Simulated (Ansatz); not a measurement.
## Nudged elastic band, with input and output: C3H6S (part 1 of 2)

C3H6S, computed with UKS PBE/6-31G* (Ansatz 0.2.0).

It belongs to a series of runs on one base structure; here: band between the two ends.

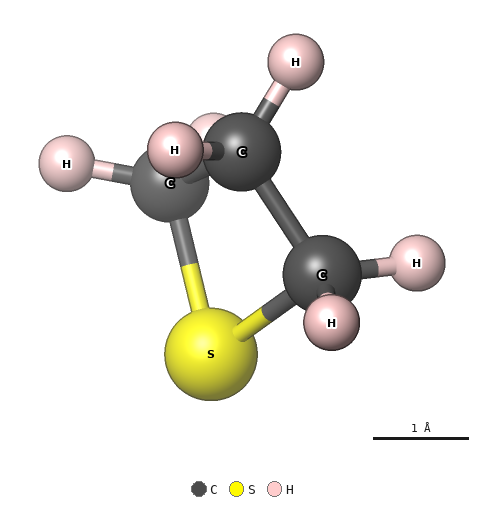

**Figure 1.** The structure as given in the input (ball-and-stick view, seen at a tilt).

**Input**
```yaml
crystal:
  periodic: [false, false, false]
  atoms:
    - { symbol: C, position_ang: [-0.547453, 0.39974, -0.254198] }
    - { symbol: C, position_ang: [-0.265245, -1.118268, -0.312369] }
    - { symbol: S, position_ang: [0.966039, -0.980858, 1.07853] }
    - { symbol: C, position_ang: [0.739161, 0.779199, 0.512647] }
    - { symbol: H, position_ang: [-0.684357, 0.896803, -1.230821] }
    - { symbol: H, position_ang: [-1.436673, 0.601034, 0.365287] }
    - { symbol: H, position_ang: [0.228317, -1.438546, -1.244962] }
    - { symbol: H, position_ang: [-1.113307, -1.786787, -0.098811] }
    - { symbol: H, position_ang: [0.629417, 1.50532, 1.332659] }
    - { symbol: H, position_ang: [1.5674, 1.091263, -0.145063] }
magnetization:
  spin_polarized: true
basis:
  gaussian: { orbitals: "6-31G*" }
hamiltonian:
  xc: pbe
neb:
  order_check: false
  images: 8
  f_tol: 0.03
  max_iterations: 60
  climbing: false
  final_atoms:
    - { symbol: C, position_ang: [-0.64386349, 0.65010341, -0.35440945] }
    - { symbol: C, position_ang: [0.27754338, -0.54289164, -0.21247047] }
    - { symbol: S, position_ang: [0.03578636, -1.75740573, 1.10340955] }
    - { symbol: C, position_ang: [0.74927301, 0.83625033, 0.19939499] }
    - { symbol: H, position_ang: [-0.85731727, 1.0007954, -1.36951251] }
    - { symbol: H, position_ang: [-1.48174504, 0.72850961, 0.34428963] }
    - { symbol: H, position_ang: [0.71225274, -0.95310677, -1.13022343] }
    - { symbol: H, position_ang: [-1.06243075, -2.36935162, 0.57764369] }
    - { symbol: H, position_ang: [0.84436108, 1.0410035, 1.26985922] }
    - { symbol: H, position_ang: [1.50943898, 1.31499352, -0.42508222] }
  initial_path:
    images:
      - { positions_ang: [[-0.547453, 0.39974, -0.254198], [-0.265245, -1.118268, -0.312369], [0.966039, -0.980858, 1.07853], [0.739161, 0.779199, 0.512647], [-0.684357, 0.896803, -1.230821], [-1.436673, 0.601034, 0.365287], [0.228317, -1.438546, -1.244962], [-1.113307, -1.786787, -0.098811], [0.629417, 1.50532, 1.332659], [1.5674, 1.091263, -0.145063]] }
      - { positions_ang: [[-0.55259235, 0.41558726, -0.26702652], [-0.2865428, -1.08974937, -0.36691607], [0.8697825, -0.99520127, 1.06112042], [0.74599706, 0.76009277, 0.50729644], [-0.68045834, 0.94582249, -1.23598625], [-1.45530861, 0.63283162, 0.34199801], [0.24152764, -1.38717488, -1.28540385], [-1.00229223, -1.872035, 0.05238783], [0.63319648, 1.49205028, 1.33173966], [1.56998965, 1.0466761, -0.13631067]] }
      - { positions_ang: [[-0.55773169, 0.43143453, -0.27985504], [-0.30784059, -1.06123074, -0.42146314], [0.773526, -1.00954454, 1.04371084], [0.75283313, 0.74098654, 0.50194588], [-0.67655968, 0.99484198, -1.2411515], [-1.47394422, 0.66462924, 0.31870902], [0.25473828, -1.33580376, -1.3258457], [-0.89127746, -1.957283, 0.20358665], [0.63697595, 1.47878057, 1.33082031], [1.57257929, 1.00208919, -0.12755833]] }
      - { positions_ang: [[-0.56287104, 0.44728179, -0.29268356], [-0.32913839, -1.03271211, -0.47601021], [0.6772695, -1.02388781, 1.02630126], [0.75966919, 0.72188031, 0.49659533], [-0.67266103, 1.04386147, -1.24631676], [-1.49257984, 0.69642686, 0.29542003], [0.26794892, -1.28443264, -1.36628755], [-0.78026268, -2.042531, 0.35478548], [0.64075543, 1.46551085, 1.32990097], [1.57516894, 0.95750229, -0.118806]] }
      - { positions_ang: [[-0.56801039, 0.46312905, -0.30551208], [-0.35043618, -1.00419348, -0.53055728], [0.581013, -1.03823108, 1.00889168], [0.76650526, 0.70277408, 0.49124477], [-0.66876237, 1.09288096, -1.25148201], [-1.51121545, 0.72822448, 0.27213104], [0.28115955, -1.23306152, -1.40672939], [-0.66924791, -2.127779, 0.5059843], [0.64453491, 1.45224114, 1.32898163], [1.57775859, 0.91291539, -0.11005366]] }
      - { positions_ang: [[-0.57872266, 0.49094721, -0.31664668], [-0.29012636, -0.94026278, -0.51945745], [0.47765159, -1.12451416, 1.01165608], [0.76762881, 0.70911311, 0.45643899], [-0.68798018, 1.10443567, -1.26689218], [-1.51622345, 0.74238843, 0.269798], [0.33493019, -1.17912383, -1.39398066], [-0.663595, -2.1925084, 0.58114594], [0.66841758, 1.40065042, 1.32200387], [1.57131847, 0.93777433, -0.14116691]] }
      - { positions_ang: [[-0.59500787, 0.53073626, -0.32608737], [-0.14820893, -0.84091999, -0.4427107], [0.36718528, -1.28273706, 1.03459445], [0.76303986, 0.74089742, 0.39217799], [-0.73031445, 1.0785256, -1.29254726], [-1.50760385, 0.73891873, 0.28842091], [0.42926083, -1.12261957, -1.32804135], [-0.76330393, -2.23671921, 0.58027038], [0.71240346, 1.31073869, 1.30896771], [1.5558486, 1.03207913, -0.21214574]] }
      - { positions_ang: [[-0.61129308, 0.57052531, -0.33552806], [-0.00629149, -0.74157721, -0.36596396], [0.25671897, -1.44095995, 1.05753281], [0.75845091, 0.77268172, 0.32791699], [-0.77264872, 1.05261553, -1.31820234], [-1.49898425, 0.73544902, 0.30704381], [0.52359147, -1.0661153, -1.26210204], [-0.86301287, -2.28093001, 0.57939482], [0.75638933, 1.22082696, 1.29593155], [1.54037873, 1.12638393, -0.28312457]] }
      - { positions_ang: [[-0.62757829, 0.61031436, -0.34496876], [0.13562594, -0.64223443, -0.28921721], [0.14625267, -1.59918284, 1.08047118], [0.75386196, 0.80446602, 0.26365599], [-0.814983, 1.02670546, -1.34385743], [-1.49036464, 0.73197932, 0.32566672], [0.6179221, -1.00961104, -1.19616274], [-0.96272181, -2.32514082, 0.57851925], [0.80037521, 1.13091523, 1.28289538], [1.52490886, 1.22068873, -0.35410339]] }
      - { positions_ang: [[-0.64386349, 0.65010341, -0.35440945], [0.27754338, -0.54289164, -0.21247047], [0.03578636, -1.75740573, 1.10340955], [0.74927301, 0.83625033, 0.19939499], [-0.85731727, 1.0007954, -1.36951251], [-1.48174504, 0.72850961, 0.34428963], [0.71225274, -0.95310677, -1.13022343], [-1.06243075, -2.36935162, 0.57764369], [0.84436108, 1.0410035, 1.26985922], [1.50943898, 1.31499352, -0.42508222]] }
```

Run on 2 threads of Intel Xeon (Sapphire Rapids), 16 GiB of memory available, shared host.

Run as:
```bash
ansatz run input.yaml --threads 2 --pin off --max-ram 3072MiB --backend cpu --events-out ev --progress --plain --runs-dir out
```

**What the program printed**
```
Engine: ansatz 0.2.0, x86_64-unknown-linux-gnu
Functional definition: PBE
  parameter kappa = 0.804
  parameter beta = 0.06672455060314922
  exchange = pbe_x(kappa = kappa, mu = beta*pi^2/3)
  correlation = pbe_c(beta = beta)
975 factors; their error is unknown
mean field evaluation 1: about -14026.8235 eV, gradient 3.8e1 eV
mean field evaluation 2: about -14011.9371 eV, gradient 6.4e1 eV
mean field evaluation 4: about -14034.0629 eV, gradient 2.7e0 eV
mean field evaluation 8: about -14034.1088 eV, gradient 4.6e-2 eV
mean field evaluation 16: about -14034.0282 eV, gradient 4.4e-5 eV
mean field -14034.02822354 eV, -515.7410246093 hartree, gradient 4.4e-5 eV, S^2 0.000000; 0 other end points of the search recorded, 0 dependent functions left out
the calculation of the forces begins
reference -14034.02824638 eV, -515.7410254484 hartree; 20, 20 occupied and 56, 56 virtual orbitals, 975 factors
975 factors; their error is unknown
mean field evaluation 32: about -14033.6227 eV, gradient 3.3e-4 eV
mean field -14033.62274062 eV, -515.7261233866 hartree, gradient 2.6e-5 eV, S^2 0.000000; 0 other end points of the search recorded, 0 dependent functions left out
[... from here on the field's lines of each further geometry are left out, up to the last ...]
NEB iter   1: max|band force component| = 4.637e0 eV/Å  barrier→ = 5.5335 eV  barrier← = 5.1280 eV  Δτ_max = 0.1982 Å  (534 SCF iters)
NEB iter   2: max|band force component| = 1.989e0 eV/Å  barrier→ = 5.1255 eV  barrier← = 4.7201 eV  Δτ_max = 0.1986 Å  (301 SCF iters)
NEB iter   3: max|band force component| = 1.641e0 eV/Å  barrier→ = 4.6997 eV  barrier← = 4.2942 eV  Δτ_max = 0.1972 Å  (322 SCF iters)
NEB iter   4: max|band force component| = 1.823e0 eV/Å  barrier→ = 4.6367 eV  barrier← = 4.2312 eV  Δτ_max = 0.0997 Å  (282 SCF iters)
NEB iter   5: max|band force component| = 1.137e0 eV/Å  barrier→ = 4.5635 eV  barrier← = 4.1580 eV  Δτ_max = 0.1006 Å  (287 SCF iters)
NEB iter   6: max|band force component| = 4.773e-1 eV/Å  barrier→ = 4.4658 eV  barrier← = 4.0604 eV  Δτ_max = 0.1026 Å  (318 SCF iters)
NEB iter   7: max|band force component| = 8.861e-1 eV/Å  barrier→ = 4.3612 eV  barrier← = 3.9558 eV  Δτ_max = 0.0500 Å  (279 SCF iters)
NEB iter   8: max|band force component| = 8.319e-1 eV/Å  barrier→ = 4.2803 eV  barrier← = 3.8748 eV  Δτ_max = 0.0503 Å  (288 SCF iters)
NEB iter   9: max|band force component| = 8.560e-1 eV/Å  barrier→ = 4.1404 eV  barrier← = 3.7350 eV  Δτ_max = 0.0503 Å  (303 SCF iters)
NEB iter  10: max|band force component| = 9.713e-1 eV/Å  barrier→ = 4.0272 eV  barrier← = 3.6217 eV  Δτ_max = 0.1012 Å  (325 SCF iters)
NEB iter  11: max|band force component| = 8.595e-1 eV/Å  barrier→ = 3.9542 eV  barrier← = 3.5487 eV  Δτ_max = 0.1011 Å  (262 SCF iters)
NEB iter  12: max|band force component| = 1.115e0 eV/Å  barrier→ = 3.8588 eV  barrier← = 3.4533 eV  Δτ_max = 0.0499 Å  (265 SCF iters)
NEB iter  13: max|band force component| = 4.645e-1 eV/Å  barrier→ = 3.7685 eV  barrier← = 3.3630 eV  Δτ_max = 0.1006 Å  (261 SCF iters)
NEB iter  14: max|band force component| = 3.558e-1 eV/Å  barrier→ = 3.8102 eV  barrier← = 3.4047 eV  Δτ_max = 0.1004 Å  (263 SCF iters)
NEB iter  15: max|band force component| = 6.090e-1 eV/Å  barrier→ = 3.8319 eV  barrier← = 3.4264 eV  Δτ_max = 0.0501 Å  (263 SCF iters)
NEB iter  16: max|band force component| = 1.603e-1 eV/Å  barrier→ = 3.8883 eV  barrier← = 3.4828 eV  Δτ_max = 0.1003 Å  (268 SCF iters)
NEB iter  17: max|band force component| = 2.474e-1 eV/Å  barrier→ = 3.9707 eV  barrier← = 3.5652 eV  Δτ_max = 0.0502 Å  (270 SCF iters)
NEB iter  18: max|band force component| = 3.557e-1 eV/Å  barrier→ = 4.0525 eV  barrier← = 3.6470 eV  Δτ_max = 0.0251 Å  (332 SCF iters)
NEB iter  19: max|band force component| = 3.760e-1 eV/Å  barrier→ = 4.0866 eV  barrier← = 3.6811 eV  Δτ_max = 0.0502 Å  (295 SCF iters)
NEB iter  20: max|band force component| = 3.359e-1 eV/Å  barrier→ = 4.1618 eV  barrier← = 3.7564 eV  Δτ_max = 0.0920 Å  (268 SCF iters)
NEB iter  21: max|band force component| = 2.479e-1 eV/Å  barrier→ = 4.3716 eV  barrier← = 3.9661 eV  Δτ_max = 0.0457 Å  (293 SCF iters)
NEB iter  22: max|band force component| = 3.202e-1 eV/Å  barrier→ = 4.3504 eV  barrier← = 3.9450 eV  Δτ_max = 0.0229 Å  (298 SCF iters)
NEB iter  23: max|band force component| = 4.014e-1 eV/Å  barrier→ = 4.3859 eV  barrier← = 3.9804 eV  Δτ_max = 0.0229 Å  (293 SCF iters)
NEB iter  24: max|band force component| = 3.554e-1 eV/Å  barrier→ = 4.3597 eV  barrier← = 3.9542 eV  Δτ_max = 0.0459 Å  (305 SCF iters)
NEB iter  25: max|band force component| = 2.547e-1 eV/Å  barrier→ = 4.3143 eV  barrier← = 3.9088 eV  Δτ_max = 0.0914 Å  (290 SCF iters)
NEB iter  26: max|band force component| = 1.819e-1 eV/Å  barrier→ = 4.1851 eV  barrier← = 3.7796 eV  Δτ_max = 0.0135 Å  (282 SCF iters)
NEB iter  27: max|band force component| = 8.479e-2 eV/Å  barrier→ = 4.1706 eV  barrier← = 3.7651 eV  Δτ_max = 0.0049 Å  (315 SCF iters)
the calculation of the forces begins
reference -14033.58136938 eV, -515.7246030218 hartree; 20, 20 occupied and 56, 56 virtual orbitals, 975 factors
975 factors; their error is unknown
mean field evaluation 2176: about -14028.9777 eV, gradient 1.2e1 eV
mean field -14029.85245012 eV, -515.5875677662 hartree, gradient 6.9e-6 eV, S^2 0.000000; 3 other end points of the search recorded, 0 dependent functions left out
the calculation of the forces begins
reference -14029.85247471 eV, -515.5875686701 hartree; 20, 20 occupied and 56, 56 virtual orbitals, 975 factors
NEB iter  28: max|band force component| = 1.912e-2 eV/Å  barrier→ = 4.1758 eV  barrier← = 3.7703 eV  Δτ_max = 0.0000 Å  (718 SCF iters)
```
